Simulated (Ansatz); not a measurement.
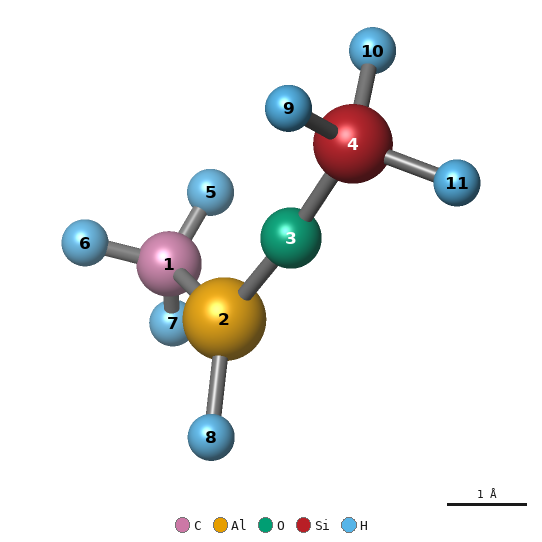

Atoms carry their numbers in the input. The geometry was computed by an optimisation with PBE-D4/def2-SVP. No frequency run is at hand to confirm it as a minimum.

> What is the geometry at Si4?

Si4 has 4 neighbours (O3 at 1.66, H9 at 1.51, H10 at 1.51, H11 at 1.51 Å); the arrangement is tetrahedral.

> Describe the coordination of atom 1.

C1 has 4 neighbours (Al2 at 1.96, H5 at 1.11, H6 at 1.11, H7 at 1.11 Å); the arrangement is tetrahedral.

> What is the geometry at Al2?

Al2 has 3 neighbours (C1 at 1.96, O3 at 1.72, H8 at 1.60 Å); the arrangement is trigonal planar.
